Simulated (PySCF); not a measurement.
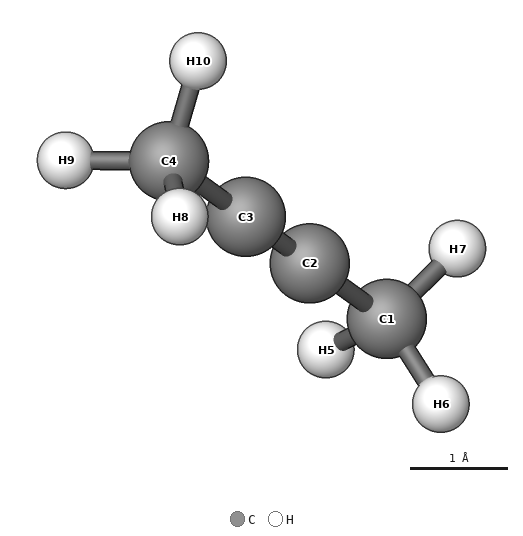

**Figure 1.** The structure as given in the input (ball-and-stick view, seen at a tilt; atoms are numbered from 1 in the order of the input).

**Excited-state calculation of C$_{4}$H$_{6}$**

- system: C$_{4}$H$_{6}$ (2-Butyne), SMILES CC#CC
- method: TDDFT PBE0/def2-SVPD, vertical, gas phase, core orbitals frozen in the response (PySCF 2.14.0)

The geometry comes from this level: PBE0-D3(BJ)/def2-SVP.

Log:
```
coarse grid: 8064 points
cycle   1  E = -155.6199630635  dE =  2.787e-01  |g| = 3.119e-01  |ddm| = 6.222e+00
cycle   2  E = -155.6266406644  dE = -6.678e-03  |g| = 2.711e-01  |ddm| = 1.689e+00
cycle   3  E = -155.6485383371  dE = -2.190e-02  |g| = 2.225e-02  |ddm| = 5.044e-01
cycle   4  E = -155.6486734687  dE = -1.351e-04  |g| = 4.619e-03  |ddm| = 6.988e-02
cycle   5  E = -155.6486779447  dE = -4.476e-06  |g| = 2.286e-03  |ddm| = 3.030e-02
final grid: 77064 points
cycle   6  E = -155.6731175845  dE = -1.499e-05  |g| = 4.852e-03  |ddm| = 6.253e-02
cycle   7  E = -155.6731137673  dE =  3.817e-06  |g| = 6.275e-03  |ddm| = 1.905e-02
cycle   8  E = -155.6731233457  dE = -9.578e-06  |g| = 2.020e-03  |ddm| = 9.568e-03
cycle   9  E = -155.6731243918  dE = -1.046e-06  |g| = 4.080e-05  |ddm| = 2.423e-03
cycle  10  E = -155.6731243922  dE = -3.710e-10  |g| = 1.876e-05  |ddm| = 1.628e-04
```

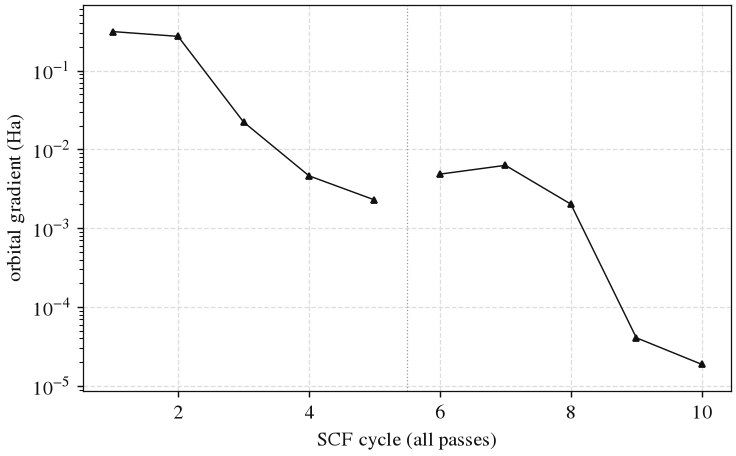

**Figure 2.** Convergence of the self-consistent field: orbital gradient against the SCF cycle. The dotted line marks the change from a coarse to the final integration grid. The first 5 cycles use a coarse grid, the final grid takes over at cycle 6, and the field converges after 10 cycles in all.

```
converged SCF energy = -155.6731243922

Static polarisability (au): isotropic 49.978, principal 38.011 38.015 73.909

Singlet excitations
state   eV       nm        f      main configurations
  1   6.5420    189.5   0.00000   H->L+2 0.49, H-1->L+3 0.48
  2   6.6727    185.8   0.00289   H->L 0.97
  3   6.6736    185.8   0.00289   H-1->L 0.97
  4   6.8122    182.0   0.00000   H-1->L+3 0.48, H->L+2 0.47
  5   6.8123    182.0   0.00000   H->L+3 0.48, H-1->L+2 0.48
  6   7.2835    170.2   0.00000   H->L+1 0.99
  7   7.2843    170.2   0.00000   H-1->L+1 0.99
  8   8.6205    143.8   0.06130   H->L+4 0.96
  9   8.6213    143.8   0.06134   H-1->L+4 0.96
 10   8.8527    140.1   0.98504   H->L+3 0.36, H-1->L+2 0.36, H->L+9 0.12

Triplet excitations (Tamm-Dancoff, eV): 5.3002 5.8227 5.8228 6.5389
Vertical ionisation energy (delta-SCF) = 9.4278 eV
```

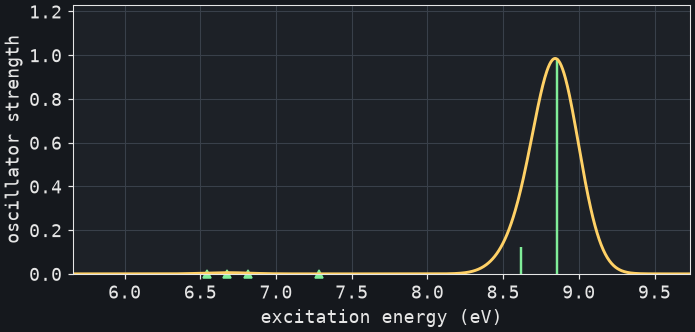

**Figure 3.** Computed excitations as sticks (degenerate states added up, dark ones marked on the axis), with a Gaussian envelope of 0.35 eV full width at half maximum, scaled to the tallest. Of the 10 states the lowest lies at 6.54 eV (f = 0.000); the strongest line is at 8.85 eV, or 140 nm (f = 0.985).

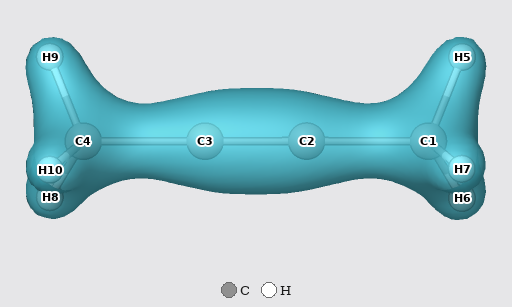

**Figure 4.** Isosurface of the electron density at 1 e/Å³ (cyan), seen from the side. At this value the surface is in one piece. On the grid the lowest density along these lines, outside the cores, is 2.6 e/Å³ (C–C, 1.21 Å) and 1.8 e/Å³ (C–H, 1.10 Å).

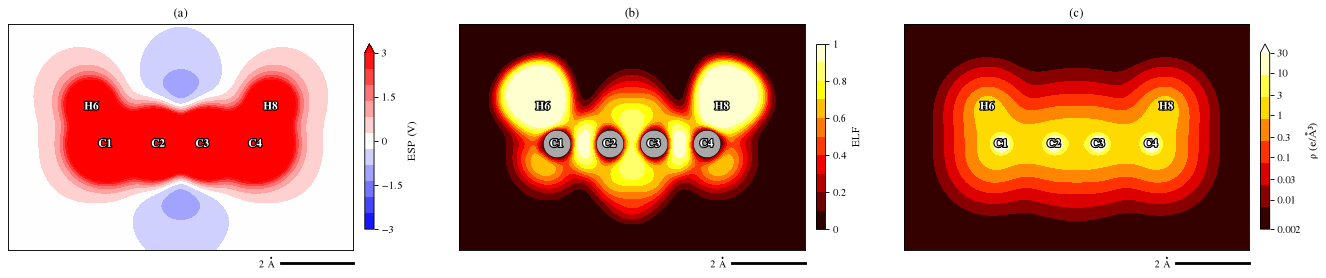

**Figure 5.** (a) molecular electrostatic potential; (b) electron localisation function; (c) electron density on the plane of atoms C2, C1 and H6. Grey discs, where drawn, cover atomic cores. Atoms in the plane: C and H. C–H (1.10 Å): ρ at the midpoint is about 1.9 e/Å³; the ELF climbs to about 1 towards the hydrogen, as it does in any bond to H; a covalent bond by its length.

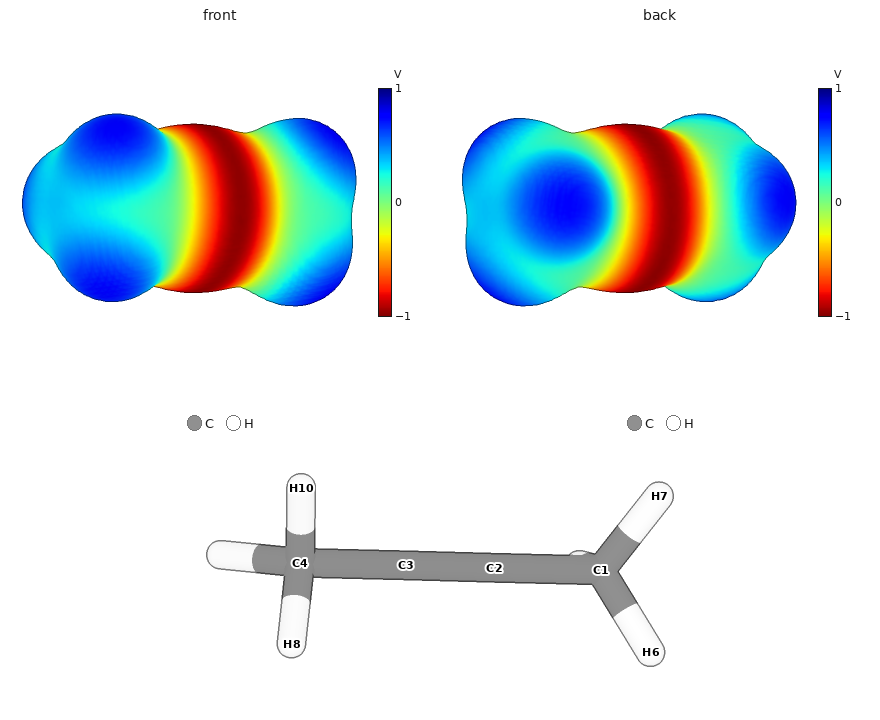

**Figure 6.** The electrostatic potential painted on the density surface at 0.002 e/bohr³, seen at a tilt and from behind; the colour scale runs from red (negative) to blue (positive). The bare structure is drawn below in the same view.

This output came from the following input.

Input:
```
{"job": {"kind": "uv", "xc": "PBE0", "basis": "def2-SVPD", "ip": true}, "charge": 0, "multiplicity": 1}
C      2.024990    -0.018926    -0.179549
C      0.604139    -0.009093     0.131771
C     -0.579123    -0.004116     0.394354
C     -1.999596     0.003700     0.705714
H      2.437779     1.002152    -0.198241
H      2.215274    -0.473888    -1.164539
H      2.592743    -0.594228     0.569277
H     -2.591413    -0.435270    -0.113239
H     -2.367698     1.028917     0.869635
H     -2.212451    -0.575989     1.617986
```

The first line tells a small driver script what to run in PySCF; the rest is the geometry in Å.

Run as:
```bash
OMP_NUM_THREADS=1 python <driver script> task.json out
```

Summary:

| quantity | value |
| --- | --- |
| outcome | converged |
| total energy | −155.673124 hartree |
| HOMO | −7.13 eV |
| LUMO | 0.78 eV |
| dipole moment | 0.00 D |
| mean polarisability | 49.98 a.u. |
| vertical ionisation energy | 9.43 eV |
| lowest singlet excitation | 6.54 eV |
| hardware | 1 CPU thread, shared host |
| wall time | 13 s |
| peak memory | 0.54 GiB |
